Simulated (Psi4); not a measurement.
# S2F2 (SMILES FSSF): BLYP/6-311+G(d,p)

What is the vertical ionisation energy of S2F2 at BLYP/6-311+G**? 

The results are computed with Psi4 1.11.

### Step 1. The structure to begin with

S2F2 has 4 atoms, charge 0, and is taken as a singlet. SMILES: `FSSF`. The shape is that of a PBE0-D4/def2-TZVP optimisation.

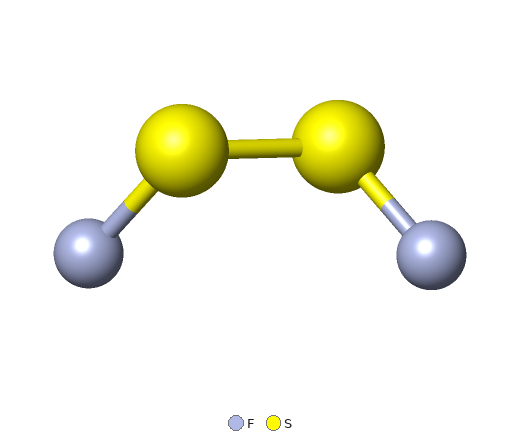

Viewed from a chosen angle; fluorine light blue, sulfur yellow.

### Step 2. A single-point energy at BLYP/6-311+G(d,p)

f2s2.xyz reads:

```xyz
4
F2S2
F     -1.783750    -0.199930    -0.621590
S     -0.467670     0.764150    -0.632370
S      1.044990    -0.276390    -0.184720
F      1.206410    -0.287820     1.438680
```

job.py reads:

```python
import psi4

psi4.set_memory('2200 MB')
psi4.set_num_threads(1)
psi4.core.set_output_file('psi4.out', False)

with open('f2s2.xyz') as f:
    atoms = ''.join(f.readlines()[2:])
molecule = psi4.geometry('0 1\n' + atoms + 'symmetry c1')

psi4.set_options({
    'basis': '6-311+G**',
    'puream': True,
    'e_convergence': 1e-09,
    'd_convergence': 1e-08,
    'scf_type': 'pk',
    'dft_radial_points': 99,
    'dft_spherical_points': 590,
})

result, w = psi4.energy('blyp', return_wfn=True)
psi4.oeprop(w, 'MULLIKEN_CHARGES', 'LOWDIN_CHARGES', 'MAYER_INDICES')
print('E =', round(result, 9))
```

Run with:

```console
python job.py
```

psi4.out:

```text
[...]
  Running in c1 symmetry.
[...]
  Nuclear repulsion =  230.128319113788450
[...]
  Multiplicity = 1
[...]
  Nalpha       = 25
  Nbeta        = 25
[...]
    Number of basis functions: 104
[...]
   @RKS iter   1:  -995.99720858749151    9.34218e-02   6.89471e-03 DIIS/ADIIS
[...]
   @RKS iter  13:  -996.10443504138425   -1.81899e-12   2.02290e-09 DIIS
[...]
    Orbital Energies [Eh]
    ---------------------
    Doubly Occupied:
       1A    -88.208754     2A    -88.208752     3A    -24.306079
       4A    -24.306076     5A     -7.780773     6A     -7.780647
       7A     -5.813609     8A     -5.813379     9A     -5.806371
      10A     -5.805788    11A     -5.798330    12A     -5.798329
      13A     -1.128548    14A     -1.123813    15A     -0.797511
      16A     -0.618408    17A     -0.505136    18A     -0.449191
      19A     -0.438991    20A     -0.407915    21A     -0.406566
      22A     -0.386955    23A     -0.321448    24A     -0.271851
      25A     -0.265547
[...]
  @RKS Final Energy:  -996.10443504138425
   => Energetics <=
    Nuclear Repulsion Energy =            230.1283191137884501
    One-Electron Energy =               -1835.7381354503845614
    Two-Electron Energy =                 681.8562994974677167
    DFT Exchange-Correlation Energy =     -72.3509182022558122
    Empirical Dispersion Energy =           0.0000000000000000
    VV10 Nonlocal Energy =                  0.0000000000000000
    Total Energy =                       -996.1044350413842494
[...]
 Multipole Moments:
 ------------------------------------------------------------------------------------
     Multipole            Electronic (a.u.)      Nuclear  (a.u.)        Total (a.u.)
 ------------------------------------------------------------------------------------
 L = 1.  Multiply by 2.5417464519 to convert [e a0] to [Debye]
 Dipole X            :         -0.3474987            0.6946095            0.3471108
 Dipole Y            :         -0.2935929            0.5868381            0.2932452
 Dipole Z            :          0.4918341           -0.9830746           -0.4912405
 Magnitude           :                                                    0.6691755
[...]
  Mulliken Charges: (a.u.)
   Center  Symbol    Alpha    Beta     Spin     Total
       1     F     4.57898  4.57898  0.00000 -0.15797
       2     S     7.92102  7.92102  0.00000  0.15797
       3     S     7.92102  7.92102  0.00000  0.15797
       4     F     4.57898  4.57898  0.00000 -0.15797
   Total alpha = 25.00000, Total beta = 25.00000, Total charge =  0.00000
  Lowdin Charges: (a.u.)
   Center  Symbol    Alpha    Beta     Spin     Total
       1     F     4.74389  4.74389  0.00000 -0.48778
       2     S     7.75611  7.75611  0.00000  0.48778
[...]
```

Standard output:

```text
E = -996.104435041
```

Wall time 13 s (1 thread of AMD EPYC 7R43 (Zen 3), shared host); peak memory 0.9 GiB.

### Step 3. The doublet cation, same level

f2s2.xyz is that of step 2.

run.py reads:

```python
import psi4

psi4.set_memory('2200 MB')
psi4.set_num_threads(1)
psi4.core.set_output_file('output.dat', False)

with open('f2s2.xyz') as f:
    atoms = ''.join(f.readlines()[2:])
mol = psi4.geometry('1 2\n' + atoms + 'symmetry c1\nno_reorient\nno_com')

options = {'reference': 'uks', 'puream': True, 'e_convergence': 1e-09, 'd_convergence': 1e-08, 'scf_type': 'pk', 'dft_radial_points': 99, 'dft_spherical_points': 590, 'maxiter': 100}
psi4.set_options(options)

e_tot, wfn = psi4.energy("blyp/6-311+G**", return_wfn=True)
psi4.oeprop(wfn, "MULLIKEN_CHARGES", "WIBERG_LOWDIN_INDICES", "LOWDIN_CHARGES")
print(f'total energy {e_tot:.8f} hartree = {e_tot * 27.211386:.5f} eV')
for k, v in sorted(psi4.core.scalar_variables().items()):
    print(f'{k:45s} {v:18.10f}')
```

Run with:

```console
python run.py
```

output.dat:

```text
[...]
  Running in c1 symmetry.
[...]
  Nuclear repulsion =  230.128319113788450
[...]
  Multiplicity = 2
[...]
  Nalpha       = 25
  Nbeta        = 24
[...]
    Number of basis functions: 104
[...]
   @UKS iter   1:  -995.63146851378167    4.59162e-01   6.05346e-03 ADIIS/DIIS
[...]
   @UKS iter  16:  -995.71312298093835   -2.84217e-12   7.14431e-09 DIIS
[...]
   @S^2 Observed:                7.546456302E-01
[...]
    Orbital Energies [Eh]
    ---------------------
    Alpha Occupied:
       1A    -88.502634     2A    -88.502632     3A    -24.581504
       4A    -24.581502     5A     -8.072112     6A     -8.071986
       7A     -6.103940     8A     -6.103612     9A     -6.096683
      10A     -6.096260    11A     -6.093571    12A     -6.093510
      13A     -1.394972    14A     -1.389548    15A     -1.082095
      16A     -0.889109    17A     -0.771246    18A     -0.714720
      19A     -0.700648    20A     -0.673406    21A     -0.667363
      22A     -0.644117    23A     -0.582726    24A     -0.547527
      25A     -0.540431
    Alpha Virtual:
[...]
  @UKS Final Energy:  -995.71312298093835
   => Energetics <=
    Nuclear Repulsion Energy =            230.1283191137884501
    One-Electron Energy =               -1822.0089485896269252
    Two-Electron Energy =                 668.1586048461670089
    DFT Exchange-Correlation Energy =     -71.9910983512668849
    Empirical Dispersion Energy =           0.0000000000000000
    VV10 Nonlocal Energy =                  0.0000000000000000
    Total Energy =                       -995.7131229809383512
[...]
 Multipole Moments:
 ------------------------------------------------------------------------------------
     Multipole            Electronic (a.u.)      Nuclear  (a.u.)        Total (a.u.)
 ------------------------------------------------------------------------------------
 L = 1.  Multiply by 2.5417464519 to convert [e a0] to [Debye]
 Dipole X            :         -7.0570114            7.6364967            0.5794853
 Dipole Y            :         -5.9627156            6.4522998            0.4895842
 Dipole Z            :          9.9883914          -10.8085342           -0.8201429
 Magnitude           :                                                    1.1171975
[...]
  Mulliken Charges: (a.u.)
   Center  Symbol    Alpha    Beta     Spin     Total
       1     F     4.57183  4.44352  0.12831 -0.01534
       2     S     7.92817  7.55648  0.37169  0.51534
       3     S     7.92817  7.55649  0.37169  0.51534
       4     F     4.57183  4.44352  0.12831 -0.01534
   Total alpha = 25.00000, Total beta = 24.00000, Total charge =  1.00000
  Lowdin Charges: (a.u.)
   Center  Symbol    Alpha    Beta     Spin     Total
       1     F     4.73189  4.58717  0.14472 -0.31906
       2     S     7.76812  7.41283  0.35529  0.81906
[...]
```

On the terminal:

```text
total energy -995.71312298 hartree = -27094.73413 eV
CURRENT ENERGY                                   -995.7131229809
CURRENT REFERENCE ENERGY                         -995.7131229809
DD SOLVATION ENERGY                                 0.0000000000
DFT FUNCTIONAL TOTAL ENERGY                      -995.7131229809
DFT TOTAL ENERGY                                 -995.7131229809
DFT VV10 ENERGY                                     0.0000000000
DFT XC ENERGY                                     -71.9910983513
GRID ELECTRONS ALPHA                               25.0000001224
GRID ELECTRONS BETA                                24.0000000922
GRID ELECTRONS TOTAL                               49.0000002146
NUCLEAR REPULSION ENERGY                          230.1283191138
ONE-ELECTRON ENERGY                             -1822.0089485896
PCM POLARIZATION ENERGY                             0.0000000000
PE ENERGY                                           0.0000000000
SCF ITERATION ENERGY                             -995.7131229809
SCF ITERATIONS                                     16.0000000000
SCF TOTAL ENERGY                                 -995.7131229809
TWO-ELECTRON ENERGY                               668.1586048462
XC GRID RADIAL POINTS                              99.0000000000
XC GRID SPHERICAL POINTS                          590.0000000000
XC GRID TOTAL POINTS                           227371.0000000000
```

Wall time 24 s (1 thread of AMD EPYC 7R43 (Zen 3), shared host); peak memory 0.9 GiB.

### Step 4. What came out

Level: BLYP/6-311+G**.

| quantity | value |
| --- | --- |
| singlet S2F2: total energy | -996.10444 Eh |
| singlet S2F2: dipole moment | 1.70 D |
| singlet S2F2: HOMO energy | -7.23 eV |
| singlet S2F2: LUMO energy | -2.75 eV |
| singlet S2F2: HOMO–LUMO gap | 4.47 eV |
| doublet cation: total energy | -995.71312 Eh |
| doublet cation: HOMO energy (highest over α and β) | -14.35 eV |
| doublet cation: LUMO energy (lowest over α and β) | -14.11 eV |
| doublet cation: ⟨S²⟩ | 0.755 |
| vertical ionisation energy (to the doublet cation) | 10.648 eV |

**Reading.** Removing an electron at fixed nuclei costs 10.65 eV (246 kcal/mol). The negative HOMO energy of the first species, 7.23 eV, lies 3.42 eV below that difference. Mulliken charges (doublet cation) run from -0.02 on F1 to +0.52 on S2; in a basis this large or diffuse they mean little.
